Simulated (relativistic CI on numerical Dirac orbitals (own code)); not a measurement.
# K VI (K⁵⁺): levels and lines

What are the lowest levels and the strongest lines of K⁵⁺? One CI run answers it; further runs change one setting each.

Method: Dirac-Coulomb-Breit CI, KLI orbitals optimised for each configuration, model QED (radiative potential, 1s self-energy scaled to tabulated hydrogen-like ionisation energies), valence Slater integrals scaled by 0.85, P86 correlation energy added to each configuration. Code: relativistic CI on numerical Dirac orbitals (own code) version 4.

### 1 Starting point

* ion: K⁵⁺ (K VI)
* nuclear charge: 19
* electrons: 14
* isotope: A = 39
* first configuration typed: [Ne] 3s2 3p2

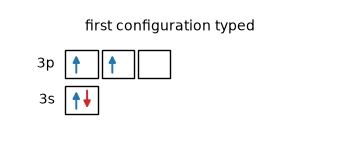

Occupation of the outer shells (arrows by Hund's rule).

### 2 Base run

Settings, as recorded:

```ini
atom K  Z=19  charge=5  electrons=14
nucleus A=39  rms_radius_fm=3.4349
hamiltonian dirac-coulomb  breit=on  qed=on  c_scale=1
orbitals kli  potential=per-configuration
slater_scale 0.85
correlation p86
mixing on
configurations
  [Ne] 3s2 3p2
  [Ne] 3s 3p3
  [Ne] 3s2 3p 3d
  [Ne] 3p4
  [Ne] 3s 3p2 3d
  [Ne] 3s2 3p 4s
  [Ne] 3p3 3d
  [Ne] 3s2 3p 4p
  [Ne] 3s 3p 3d2
  [Ne] 3s2 3p 4d
  [Ne] 3s2 3p 4f
  [Ne] 3s 3p2 4s
  [Ne] 3s2 3p 5s
  [Ne] 3s2 3p 5p
  [Ne] 3s 3p2 4p
  [Ne] 3s2 3p 5d
  [Ne] 3s2 3p 5f
  [Ne] 3s2 3p 5g
  [Ne] 3s2 3p 6s
  [Ne] 3s 3p2 4d
  [Ne] 3s2 3p 6p
  [Ne] 3s2 3p 6d
  [Ne] 3s 3p2 4f
  [Ne] 3s2 3d 4p
  [Ne] 3s 3p2 5s
  [Ne] 3p3 4s
  [Ne] 3s 3p2 5p
  [Ne] 3s 3p2 5d
  [Ne] 3s 3p 3d 4s
  [Ne] 3p3 4p
  [Ne] 3s 3p2 5f
  [Ne] 3s 3p2 5g
  [Ne] 3s 3p2 6s
  [Ne] 3s2 3d2
  [Ne] 3s 3d3
  [Ne] 3p2 3d2
  [Ne] 3p 3d3
  [Ne] 3p 3d2 4s
  [Ne] 3p 3d2 4p
  [Ne] 3p 3d2 4d
  [Ne] 3s2 3d 4s
  [Ne] 3s 3d2 4s
end
```

On the command line:

```console
> python run_levels.py task.json out
```

One command runs all members of the session, one after another, from task.json.

### 4 Slater integrals scaled by 1

Changes to the settings of step 2:

```diff
@@ -4,3 +4,3 @@
 orbitals kli  potential=per-configuration
-slater_scale 0.85
+slater_scale 1
 correlation p86
```

### 5 No correlation estimate

Changes to the settings of step 4:

```diff
@@ -4,4 +4,4 @@
 orbitals kli  potential=per-configuration
-slater_scale 1
-correlation p86
+slater_scale 0.85
+correlation none
 mixing on
```

### 6 The first configuration alone

Settings, as recorded:

```ini
atom K  Z=19  charge=5  electrons=14
nucleus A=39  rms_radius_fm=3.4349
hamiltonian dirac-coulomb  breit=on  qed=on  c_scale=1
orbitals kli  potential=per-configuration
slater_scale 0.85
correlation p86
mixing on
configurations
  [Ne] 3s2 3p2
end
```

### 7 One common potential

Settings, as recorded:

```ini
atom K  Z=19  charge=5  electrons=14
nucleus A=39  rms_radius_fm=3.4349
hamiltonian dirac-coulomb  breit=on  qed=on  c_scale=1
orbitals kli  potential=mean
slater_scale 0.85
correlation p86
mixing on
configurations
  [Ne] 3s2 3p2
  [Ne] 3s 3p3
  [Ne] 3s2 3p 3d
  [Ne] 3p4
  [Ne] 3s 3p2 3d
  [Ne] 3s2 3p 4s
  [Ne] 3p3 3d
  [Ne] 3s2 3p 4p
  [Ne] 3s 3p 3d2
  [Ne] 3s2 3p 4d
  [Ne] 3s2 3p 4f
  [Ne] 3s 3p2 4s
  [Ne] 3s2 3p 5s
  [Ne] 3s2 3p 5p
  [Ne] 3s 3p2 4p
  [Ne] 3s2 3p 5d
  [Ne] 3s2 3p 5f
  [Ne] 3s2 3p 5g
  [Ne] 3s2 3p 6s
  [Ne] 3s 3p2 4d
  [Ne] 3s2 3p 6p
  [Ne] 3s2 3p 6d
  [Ne] 3s 3p2 4f
  [Ne] 3s2 3d 4p
  [Ne] 3s 3p2 5s
  [Ne] 3p3 4s
  [Ne] 3s 3p2 5p
  [Ne] 3s 3p2 5d
  [Ne] 3s 3p 3d 4s
  [Ne] 3p3 4p
  [Ne] 3s 3p2 5f
  [Ne] 3s 3p2 5g
  [Ne] 3s 3p2 6s
  [Ne] 3s2 3d2
  [Ne] 3s 3d3
  [Ne] 3p2 3d2
  [Ne] 3p 3d3
  [Ne] 3p 3d2 4s
  [Ne] 3p 3d2 4p
  [Ne] 3p 3d2 4d
  [Ne] 3s2 3d 4s
  [Ne] 3s 3d2 4s
end
```

(Steps that only read results are left out.)

Before running it: what results should come out? Wanted: lowest level; first excitation; lowest level of the other parity; fastest E1 line; ionisation energy; mean error of paired levels.

**Answer**, as computed:

| run | time | mean size of shift, levels followed (cm⁻¹) | lowest level | ionisation energy (eV) | mean error to measured (cm⁻¹) |
| --- | --- | --- | --- | --- | --- |
| main run | 1.9 s | 0 | 3p2 3P0 | 99.623 | 1560 |
| Slater integrals scaled by 1 | 1.8 s | 2369 | 3p2 3P0 | 99.808 | - |
| no correlation estimate | 1.9 s | 432 | 3p2 3P0 | 98.396 | 1270 |
| the first configuration alone | 0.029 s | 1173 | 3p2 3P0 | - | - |
| one common potential | 1.2 s | 43.8 | 3p2 3P0 | - | 1913 |

The semi-empirical ionisation energy (NIST) is 99.44 eV.

```
                                                                         quantity                      value
                                                                     lowest level                    3p2 3P0
                                                                 first excitation       3p2 3P1, 1130.6 cm⁻¹
                                                 lowest level of the other parity   3s 3p3 5S°2, 104308 cm⁻¹
                                                              levels in the model                       1886
fastest E1 line (by rate) to the lowest level among the lowest 400 of 1886 levels  38.31 nm, from 3p 3d 3D°1
                                                                ionisation energy                  99.623 eV
                                         ionisation energy, semi-empirical (NIST)                   99.44 eV
                                                      mean error of paired levels          1560 cm⁻¹ over 25
```

**Reading.** 3p2 3P0 comes out lowest; its LS label holds 96 % and its jj label 70 %; over the low levels the means are 92 and 65 %, so LS coupling describes them better. The ionisation energy agrees with the semi-empirical value within its uncertainty of 0.2 eV. Of the changes tried, the run «Slater integrals scaled by 1» moves the low levels most, by 2369 cm⁻¹ on average. The run «no correlation estimate» comes nearer the measured levels than the main run (1270 against 1560 cm⁻¹). The scale of 0.85 was itself chosen against such measured levels. Lifetimes count radiative decay inside the model alone.
